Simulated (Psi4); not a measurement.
# InI (indium iodide (ini)) at 6 levels

Aim: a comparison of 6 runs (HF/def2-SVP, HF/STO-3G, HF/3-21G, PBE0/def2-SVP, BLYP/STO-3G, MP2/def2-SVP) of InI (indium iodide (ini)). 

The results are computed with Psi4 1.11.

7 further runs of the same task are left out: 2 that didn't finish, 5 set aside as unsound or not needed.

## 1. The structure to begin with

The species is InI (2 atoms), meant as a singlet with charge 0. SMILES: `[In][I]`. The shape comes from GFN2-xTB, which is rough for such elements, and wasn't checked as a minimum.

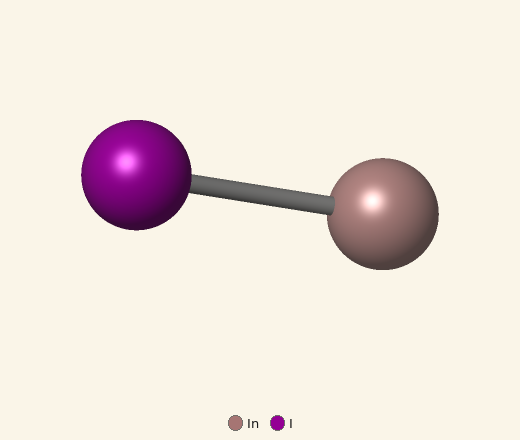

Viewed from a chosen angle; indium brown, iodine purple.

## 2. Energy and forces at HF/def2-SVP (core potential) (run 1)

File iin.xyz:

```xyz
2
IIn
In     0.000000     0.000000     0.000000
I      0.000000     0.000000     2.789210
```

File run_ase.py:

```python
import numpy as np
from ase.calculators.psi4 import Psi4
from ase.io import read

mol = read('iin.xyz')
calc = Psi4(atoms=mol, method='scf', basis='def2-SVP', memory='1600MB', num_threads=1, charge=0, multiplicity=1, label='calc')
calc.psi4.set_options({'puream': True, 'e_convergence': 1e-09, 'd_convergence': 1e-08, 'scf_type': 'pk'})
mol.calc = calc

forces = mol.get_forces()
print(f'energy: {mol.get_potential_energy():.6f} eV')
print('forces / eV A^-1')
print(np.round(forces, 5))
```

Launch:

```bash
python run_ase.py
```

calc.dat:

```text
[...]
    !!!  WARNING: ECP capability is in beta. Please check occupations closely.  !!!
[...]
  Running in c1 symmetry.
[...]
  Nuclear repulsion =   99.604560288307439
[...]
  Multiplicity = 1
[...]
  Nalpha       = 23
  Nbeta        = 23
[...]
    Number of basis functions: 52
[...]
   @RHF iter   1:  -485.76739628647152   -4.43856e+00   9.49280e-03 ADIIS/DIIS
[...]
   @RHF iter  11:  -485.95137292669511   -1.13687e-12   2.96078e-09 DIIS
[...]
    Orbital Energies [Eh]
    ---------------------
    Doubly Occupied:
       1A     -7.693949     2A     -5.544981     3A     -5.540936
       4A     -5.540936     5A     -5.407261     6A     -3.661603
       7A     -3.661603     8A     -3.657247     9A     -2.239331
      10A     -2.237556    11A     -2.237556    12A     -2.233542
      13A     -2.233542    14A     -1.047367    15A     -1.047367
      16A     -1.045162    17A     -1.042598    18A     -1.042598
      19A     -0.846350    20A     -0.464830    21A     -0.348678
      22A     -0.348678    23A     -0.315935
[...]
  @RHF Final Energy:  -485.95137292669511
   => Energetics <=
    Nuclear Repulsion Energy =             99.6045602883074395
    One-Electron Energy =               -1052.2326550836996830
    Two-Electron Energy =                 466.6767218686971432
    Total Energy =                       -485.9513729266951145
[...]
 Multipole Moments:
 ------------------------------------------------------------------------------------
     Multipole            Electronic (a.u.)      Nuclear  (a.u.)        Total (a.u.)
 ------------------------------------------------------------------------------------
 L = 1.  Multiply by 2.5417464519 to convert [e a0] to [Debye]
 Dipole X            :         -0.0000000            0.0000000           -0.0000000
 Dipole Y            :         -0.0000000            0.0000000           -0.0000000
 Dipole Z            :         -6.0471345            4.5252496           -1.5218850
 Magnitude           :                                                    1.5218850
[...]
  -Total Gradient:
     Atom            X                  Y                   Z
    ------   -----------------  -----------------  -----------------
       1       -0.000000000053    -0.000000000763     0.005330964496
       2        0.000000000053     0.000000000763    -0.005330964496
[...]
```

Standard output:

```text
energy: -13223.410398 eV
forces / eV A^-1
[[ 0.       0.      -0.27413]
 [-0.      -0.       0.27413]]
```

It took 3 s on 1 thread of INTEL XEON PLATINUM 8581C at 2.30GHz (Emerald Rapids), shared host; peak memory 0.22 GiB.

## 3. A single-point energy at HF/STO-3G (run 2)

File calc.in:

```
memory 1600 mb

molecule molecule1 {
  0 1
  In
  I 1 2.78921
  units angstrom
  symmetry c1
}

set globals {
  basis         STO-3G
  reference     rhf
  puream        true
  e_convergence 1e-09
  d_convergence 1e-08
  scf_type      pk
}

E, wfn = energy('scf', return_wfn=True)
oeprop(wfn, 'DIPOLE', 'QUADRUPOLE', 'LOWDIN_CHARGES', title='SCF')
```

Launch:

```bash
psi4 calc.in calc.out -n 1
```

calc.out:

```text
[...]
  Running in c1 symmetry.
[...]
  Nuclear repulsion =  492.710558226160856
[...]
  Multiplicity = 1
[...]
  Nalpha       = 51
  Nbeta        = 51
[...]
    Number of basis functions: 54
[...]
   @RHF iter   1: -12533.53884103394375   -4.07347e+00   6.50517e-03 DIIS/ADIIS
[...]
   @RHF iter   9: -12533.61819754305907    1.81899e-12   5.92842e-09 DIIS
[...]
    Orbital Energies [Eh]
    ---------------------
    Doubly Occupied:
       1A   -1164.318538     2A   -986.811583     3A   -177.060501
       4A   -168.342413     5A   -168.342056     6A   -168.342056
       7A   -145.951282     8A   -137.961357     9A   -137.961357
      10A   -137.960864    11A    -35.509750    12A    -32.446121
      13A    -32.444167    14A    -32.444167    15A    -27.647912
      16A    -24.664188    17A    -24.664188    18A    -24.662329
      19A    -23.262256    20A    -23.261765    21A    -23.261765
      22A    -23.260173    23A    -23.260173    24A    -16.531364
      25A    -16.531364    26A    -16.529534    27A    -16.529534
      28A    -16.528601    29A     -6.459902    30A     -5.066144
      31A     -5.058235    32A     -5.058235    33A     -4.213728
      34A     -3.028818    35A     -3.028818    36A     -3.020898
[...]
  @RHF Final Energy: -12533.61819754305907
   => Energetics <=
    Nuclear Repulsion Energy =            492.7105582261608561
    One-Electron Energy =              -18302.7381913725694176
    Two-Electron Energy =                5276.4094356033501754
    Total Energy =                     -12533.6181975430590683
[...]
 Multipole Moments:
 ------------------------------------------------------------------------------------
     Multipole            Electronic (a.u.)      Nuclear  (a.u.)        Total (a.u.)
 ------------------------------------------------------------------------------------
 L = 1.  Multiply by 2.5417464519 to convert [e a0] to [Debye]
 Dipole X            :         -0.0000000            0.0000000           -0.0000000
 Dipole Y            :          0.0000000            0.0000000            0.0000000
 Dipole Z            :          1.2340134           -2.7991078           -1.5650944
 Magnitude           :                                                    1.5650944
 L = 2.  Multiply by 1.3450342976 to convert [e a0^2] to [Debye ang]
 Quadrupole XX       :        -34.1991048            0.0000000          -34.1991048
 Quadrupole XY       :          0.0000000            0.0000000            0.0000000
[...]
```

It took 1.3 s on 1 thread of INTEL XEON PLATINUM 8581C at 2.30GHz (Emerald Rapids), shared host; peak memory 0.2 GiB.

Runs 3 to 5 aren't shown in full; the table further down has their settings and results.

## 4. A single-point energy at MP2/def2-SVP (core potential) (run 6)

File iin.json:

```json
{
  "schema_name": "qcschema_input",
  "schema_version": 1,
  "molecule": {
    "schema_name": "qcschema_molecule",
    "schema_version": 2,
    "symbols": ["In", "I"],
    "geometry": [0.0, 0.0, 0.0, 0.0, 0.0, 5.270843],
    "molecular_charge": 0,
    "molecular_multiplicity": 1,
    "fix_symmetry": "c1",
    "fix_com": true,
    "fix_orientation": true
  },
  "driver": "energy",
  "model": {
    "method": "mp2",
    "basis": "def2-SVP"
  },
  "keywords": {
    "puream": true,
    "e_convergence": 1e-09,
    "d_convergence": 1e-08,
    "scf_type": "pk",
    "num_frozen_docc": 8,
    "mp2_type": "conv"
  }
}
```

Launch:

```bash
psi4 --qcschema iin.json -n 1 --memory 1600MB
```

stdout:

```text
[...]
    !!!  WARNING: ECP capability is in beta. Please check occupations closely.  !!!
[...]
  Running in c1 symmetry.
[...]
  Nuclear repulsion =   99.604560409027542
[...]
  Multiplicity = 1
[...]
  Nalpha       = 23
  Nbeta        = 23
[...]
    Number of basis functions: 52
[...]
   @RHF iter   1:  -485.76131219709356   -4.44830e+00   9.58340e-03 DIIS/ADIIS
[...]
   @RHF iter  11:  -485.95137292665891   -1.98952e-12   4.30581e-09 DIIS
[...]
    Orbital Energies [Eh]
    ---------------------
    Doubly Occupied:
       1A     -7.693949     2A     -5.544981     3A     -5.540936
       4A     -5.540936     5A     -5.407261     6A     -3.661603
       7A     -3.661603     8A     -3.657247     9A     -2.239331
      10A     -2.237556    11A     -2.237556    12A     -2.233542
      13A     -2.233542    14A     -1.047367    15A     -1.047367
      16A     -1.045162    17A     -1.042598    18A     -1.042598
      19A     -0.846350    20A     -0.464830    21A     -0.348678
      22A     -0.348678    23A     -0.315935
[...]
  @RHF Final Energy:  -485.95137292665891
   => Energetics <=
    Nuclear Repulsion Energy =             99.6045604090275418
    One-Electron Energy =               -1052.2326553816956221
    Two-Electron Energy =                 466.6767220460092176
    Total Energy =                       -485.9513729266589053
[...]
 Multipole Moments:
 ------------------------------------------------------------------------------------
     Multipole            Electronic (a.u.)      Nuclear  (a.u.)        Total (a.u.)
 ------------------------------------------------------------------------------------
 L = 1.  Multiply by 2.5417464519 to convert [e a0] to [Debye]
 Dipole X            :         -0.0000004            0.0000000           -0.0000004
 Dipole Y            :          0.0000001            0.0000000            0.0000001
 Dipole Z            :       -133.2929599          131.7710750           -1.5218849
 Magnitude           :                                                    1.5218849
[...]
	SCS-MP2 Total Energy (a.u.)        :  -486.12169906998054
	SOS-MP2 Total Energy (a.u.)        :  -486.10447882001802
	SCSN-MP2 Total Energy (a.u.)       :  -486.04229584646134
[...]
	SOS-PI-MP2 Total Energy (a.u.)     :  -486.12999646891120
[...]
	MP2 Total Energy (a.u.)            :  -486.13062192101256
[...]
```

The result, in JSON:

```text
{
 "driver": "energy",
 "model": {
  "method": "mp2",
  "basis": "def2-SVP"
 },
 "success": true,
 "return_result": -486.13062192101256,
 "properties": {
  "calcinfo_nbasis": 52,
  "calcinfo_nmo": 52,
  "calcinfo_nalpha": 23,
  "calcinfo_nbeta": 23,
  "calcinfo_natom": 2,
  "nuclear_repulsion_energy": 99.60456040902754,
  "return_energy": -486.13062192101256,
  "scf_one_electron_energy": -1052.2326553816956,
  "scf_two_electron_energy": 466.6767220460092,
  "scf_dipole_moment": [-4.003483167738158e-07, 7.605584547259557e-08, -1.5218849378267123],
  "scf_total_energy": -485.9513729266589,
  "scf_iterations": 11,
  "mp2_same_spin_correlation_energy": -0.051660749887728,
  "mp2_opposite_spin_correlation_energy": -0.12758824446591338,
  "mp2_singles_energy": 0.0,
  "mp2_doubles_energy": -0.1792489943536414,
  "mp2_correlation_energy": -0.1792489943536566,
  "mp2_total_energy": -486.13062192101256
 }
}
```

Run time: 1.7 s. Hardware: 1 thread of INTEL XEON PLATINUM 8581C at 2.30GHz (Emerald Rapids), shared host; peak memory 0.21 GiB.

## 5. Overview of the runs

| run | level | task | core potential | energy (Eh) | dipole moment (D) | HOMO energy (eV) | LUMO energy (eV) | wall time |
| --- | --- | --- | --- | --- | --- | --- | --- | --- |
| 1 | HF/def2-SVP (core potential) | gradient | def2 | -485.951373 | 3.87 | -8.60 | 0.37 | 3 s |
| 2 | HF/STO-3G | energy | none | -12533.618198 | 3.98 | -4.89 | 5.21 | 1.3 s |
| 3 | HF/3-21G | gradient | none | -12602.118671 | 4.19 | -8.32 | 0.23 | 2.8 s |
| 4 | PBE0/def2-SVP (core potential) | energy | def2 | -487.927630 | 3.61 | -6.80 | -1.97 | 3.3 s |
| 5 | BLYP/STO-3G | gradient | none | -12537.433115 | 2.94 | -1.70 | 1.08 | 3.6 s |
| 6 | MP2/def2-SVP (core potential) | energy | def2 | -486.130622 | – | -8.60 | 0.37 | 1.7 s |

## 6. Outcome

| quantity | value |
| --- | --- |
| run 6: total energy | -486.13062 Eh |
| run 6: HOMO energy (Hartree–Fock orbitals) | -8.60 eV |
| run 6: LUMO energy (Hartree–Fock orbitals) | 0.37 eV |
| run 6: HOMO–LUMO gap (Hartree–Fock orbitals) | 8.96 eV |
| run 6: correlation energy (8 core orbitals frozen) | -179.2 mEh |

**Reading.** Over runs 1, 2, 3, 4, 5 the dipole moment (its size) runs from 2.94 D (BLYP/STO-3G) to 4.19 D (HF/3-21G). The two ends differ in method and basis. Over runs 1, 2, 3, 4, 5 the HOMO–LUMO gap runs from 2.78 eV (BLYP/STO-3G) to 10.11 eV (HF/STO-3G). Exact exchange widens orbital gaps. Totals of different functionals can't be ranked against each other. Some runs of one species differ in core potentials or relativity; totals across that change don't compare. In runs 2, 5 the basis is minimal, so the values are rough. In runs 2, 3, 5 relativity is left out where basis or elements ask for it. All runs together took 16 s, the longest 3.6 s.
